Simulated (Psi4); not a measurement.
# AlNH3O (SMILES [NH2][Al][OH]) at UHF/3-21G

Aim: the vertical ionisation energy of AlNH3O at UHF/3-21G, from 2 runs. Input form: a Python script.

Program for the calculation: Psi4 1.11.

## (1) The system as given

AlNH3O: 6 atoms, total charge 0, spin state doublet. As SMILES, `[NH2][Al][OH]`. Geometry: relaxed at PBE0-D4/def2-TZVP. This is one conformer, not always the lowest.

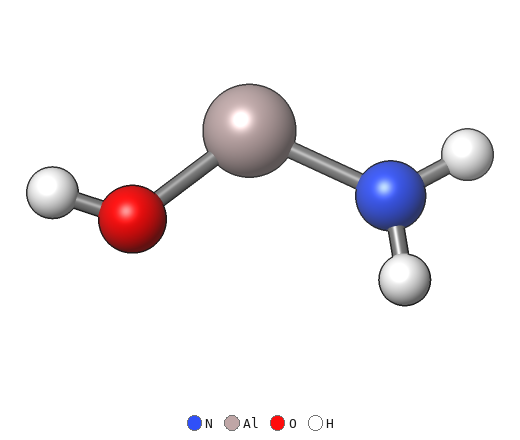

Viewed from a chosen angle; nitrogen blue, aluminium light grey, oxygen red, hydrogen white.

## (2) The energy at UHF/3-21G

alh3no.xyz reads:

```xyz
6
AlH3NO
N     -0.923900     0.240200    -0.760800
Al     0.595200     0.601300     0.070700
O      1.194100    -0.618500     1.101200
H     -1.434300    -0.623600    -0.657200
H     -1.394700     0.861600    -1.396800
H      2.005700    -0.525100     1.596800
```

calc.py reads:

```python
import psi4

psi4.set_memory('2200 MB')
psi4.set_num_threads(1)
psi4.set_output_file('alh3no.out', False)

with open('alh3no.xyz') as f:
    atoms = ''.join(f.readlines()[2:])
molecule = psi4.geometry('0 2\n' + atoms + 'symmetry c1')

options = {'basis': '3-21G', 'reference': 'uhf', 'puream': True, 'e_convergence': 1e-09, 'd_convergence': 1e-08, 'scf_type': 'pk', 'maxiter': 100}
psi4.set_options(options)

e_tot, wfn = psi4.energy("scf", return_wfn=True)
psi4.oeprop(wfn, "WIBERG_LOWDIN_INDICES", "DIPOLE", "MULLIKEN_CHARGES")
print(f'scf energy: {e_tot:.10f} Eh')
```

The run is started by

```console
$ python calc.py
```

alh3no.out:

```text
[...]
  Running in c1 symmetry.
[...]
  Nuclear repulsion =   93.731213434316217
[...]
  Multiplicity = 2
[...]
  Nalpha       = 16
  Nbeta        = 15
[...]
    Number of basis functions: 37
[...]
   @UHF iter   1:  -370.83001649165590   -9.57241e-01   1.63138e-02 ADIIS/DIIS
[...]
   @UHF iter  14:  -370.98681439493305   -3.41061e-13   3.49727e-09 DIIS
[...]
   @S^2 Observed:                7.535840844E-01
[...]
    Orbital Energies [Eh]
    ---------------------
    Alpha Occupied:
       1A    -58.054380     2A    -20.397772     3A    -15.425359
       4A     -4.862181     5A     -3.167833     6A     -3.163869
       7A     -3.162237     8A     -1.275617     9A     -1.084152
      10A     -0.650029    11A     -0.616765    12A     -0.553726
      13A     -0.500474    14A     -0.462017    15A     -0.372505
      16A     -0.296779
    Alpha Virtual:
      17A      0.102053    18A      0.151575    19A      0.197689
      20A      0.289821    21A      0.362632    22A      0.369875
      23A      0.370317    24A      0.376025    25A      0.552438
[...]
  @UHF Final Energy:  -370.98681439493305
   => Energetics <=
    Nuclear Repulsion Energy =             93.7312134343162171
    One-Electron Energy =                -701.7663194551712422
    Two-Electron Energy =                 237.0482916259219337
    Total Energy =                       -370.9868143949330488
  UHF NO Occupations:
  HONO-2 :   14  A 1.9993402
  HONO-1 :   15  A 1.9990607
  HONO-0 :   16  A 1.0000000
  LUNO+0 :   17  A 0.0009393
  LUNO+1 :   18  A 0.0006598
[...]
 Multipole Moments:
 ------------------------------------------------------------------------------------
     Multipole            Electronic (a.u.)      Nuclear  (a.u.)        Total (a.u.)
 ------------------------------------------------------------------------------------
 L = 1.  Multiply by 2.5417464519 to convert [e a0] to [Debye]
 Dipole X            :          2.1837839           -1.9880953            0.1956887
 Dipole Y            :          1.7051103           -1.1262401            0.5788702
 Dipole Z            :          0.5835117           -0.7510462           -0.1675345
 Magnitude           :                                                    0.6336028
[...]
  Mulliken Charges: (a.u.)
   Center  Symbol    Alpha    Beta     Spin     Total
       1     N     4.06410  4.05383  0.01027 -1.11794
       2    AL     6.47289  5.54519  0.92770  0.98192
       3     O     4.48033  4.42029  0.06005 -0.90062
       4     H     0.34584  0.32980  0.01604  0.32435
       5     H     0.33883  0.34205 -0.00323  0.31912
       6     H     0.29800  0.30883 -0.01082  0.39317
   Total alpha = 16.00000, Total beta = 15.00000, Total charge =  0.00000
  Wiberg Bond Indices using Orthogonal Lowdin Orbitals:
[...]
```

On the terminal:

```text
scf energy: -370.9868143949 Eh
```

It took 1.7 s on 1 thread of Intel Xeon Platinum 8488C (Sapphire Rapids), shared host; peak memory 0.18 GiB.

## (3) The singlet cation: energy and forces at HF/3-21G

calc.py reads:

```python
import psi4

psi4.set_memory('2200 MB')
psi4.set_num_threads(1)
psi4.set_output_file('output.dat', False)

mol = psi4.geometry("""
1 1
N     -0.923900     0.240200    -0.760800
Al     0.595200     0.601300     0.070700
O      1.194100    -0.618500     1.101200
H     -1.434300    -0.623600    -0.657200
H     -1.394700     0.861600    -1.396800
H      2.005700    -0.525100     1.596800
units angstrom
symmetry c1
no_reorient
no_com
""")

psi4.set_options({
    'puream': True,
    'e_convergence': 1e-09,
    'd_convergence': 1e-08,
    'scf_type': 'pk',
})

energy_value, wavefunction = psi4.gradient("scf/3-21G", return_wfn=True)
psi4.oeprop(wavefunction, "LOWDIN_CHARGES", "MAYER_INDICES", "WIBERG_LOWDIN_INDICES", title="SCF")
print('gradient / Eh bohr^-1')
print(energy_value.np.round(6))
print(f'energy = {wavefunction.energy():.10f} Eh')
for k, v in sorted(psi4.core.scalar_variables().items()):
    print(f'{k:45s} {v:18.10f}')
```

The run is started by

```console
$ python calc.py
```

output.dat:

```text
[...]
  Running in c1 symmetry.
[...]
  Nuclear repulsion =   93.731213434316217
[...]
  Multiplicity = 1
[...]
  Nalpha       = 15
  Nbeta        = 15
[...]
    Number of basis functions: 37
[...]
   @RHF iter   1:  -370.54595621462215   -6.73181e-01   1.54964e-02 DIIS/ADIIS
[...]
   @RHF iter  12:  -370.70755915374150   -3.01270e-12   6.20857e-09 DIIS
[...]
    Orbital Energies [Eh]
    ---------------------
    Doubly Occupied:
       1A    -58.383554     2A    -20.667393     3A    -15.660172
       4A     -5.181270     5A     -3.485595     6A     -3.484837
       7A     -3.484350     8A     -1.521906     9A     -1.302002
      10A     -0.893155    11A     -0.831775    12A     -0.771717
      13A     -0.713075    14A     -0.708651    15A     -0.597556
[...]
  @RHF Final Energy:  -370.70755915374150
   => Energetics <=
    Nuclear Repulsion Energy =             93.7312134343162171
    One-Electron Energy =                -693.5035283952289547
    Two-Electron Energy =                 229.0647558071711956
    Total Energy =                       -370.7075591537414994
[...]
 Multipole Moments:
 ------------------------------------------------------------------------------------
     Multipole            Electronic (a.u.)      Nuclear  (a.u.)        Total (a.u.)
 ------------------------------------------------------------------------------------
 L = 1.  Multiply by 2.5417464519 to convert [e a0] to [Debye]
 Dipole X            :        -17.2264366           18.8968833            1.6704467
 Dipole Y            :         -5.7810728            8.0562804            2.2752077
 Dipole Z            :         -7.5450034            7.4566703           -0.0883330
 Magnitude           :                                                    2.8239626
[...]
  -Total Gradient:
     Atom            X                  Y                   Z
    ------   -----------------  -----------------  -----------------
       1       -0.015328497278    -0.036618893241     0.008621967959
       2        0.042733501009     0.061127499460    -0.002902057354
       3       -0.012585217402    -0.047404399883     0.016021668344
       4       -0.006981366649     0.002177885932    -0.005801334106
       5        0.002320314916     0.003104053967    -0.000047690261
       6       -0.010158734595     0.017613853762    -0.015892554582
[...]
```

On the terminal:

```text
gradient / Eh bohr^-1
[[-1.5328e-02 -3.6619e-02  8.6220e-03]
 [ 4.2734e-02  6.1127e-02 -2.9020e-03]
 [-1.2585e-02 -4.7404e-02  1.6022e-02]
 [-6.9810e-03  2.1780e-03 -5.8010e-03]
 [ 2.3200e-03  3.1040e-03 -4.8000e-05]
 [-1.0159e-02  1.7614e-02 -1.5893e-02]]
energy = -370.7075591537 Eh
CURRENT ENERGY                                   -370.7075591537
CURRENT REFERENCE ENERGY                         -370.7075591537
DD SOLVATION ENERGY                                 0.0000000000
HF KINETIC ENERGY                                 369.7669196442
HF POTENTIAL ENERGY                              -740.4744787980
HF TOTAL ENERGY                                  -370.7075591537
HF VIRIAL RATIO                                     2.0025438714
NUCLEAR REPULSION ENERGY                           93.7312134343
ONE-ELECTRON ENERGY                              -693.5035283952
PCM POLARIZATION ENERGY                             0.0000000000
PE ENERGY                                           0.0000000000
SCF ITERATION ENERGY                             -370.7075591537
SCF ITERATIONS                                     12.0000000000
SCF TOTAL ENERGY                                 -370.7075591537
TWO-ELECTRON ENERGY                               229.0647558072
```

Run time: 1.7 s. Hardware: 1 thread of Intel Xeon Platinum 8488C (Sapphire Rapids), shared host; peak memory 0.18 GiB.

## (4) What came out

At UHF/3-21G:

| quantity | value |
| --- | --- |
| doublet AlNH3O: total energy | -370.98681 Eh |
| doublet AlNH3O: dipole moment | 1.61 D |
| doublet AlNH3O: HOMO energy (highest over α and β) | -8.08 eV |
| doublet AlNH3O: LUMO energy (lowest over α and β) | 1.19 eV |
| doublet AlNH3O: ⟨S²⟩ | 0.754 |
| singlet cation: total energy | -370.70756 Eh |
| singlet cation: HOMO energy | -16.26 eV |
| singlet cation: LUMO energy | -7.09 eV |
| singlet cation: HOMO–LUMO gap | 9.17 eV |
| singlet cation: largest force on an atom | 3.838 eV/Å |
| vertical ionisation energy (to the singlet cation) | 7.599 eV |

What this shows: Removing an electron at fixed nuclei costs 7.60 eV (175 kcal/mol).
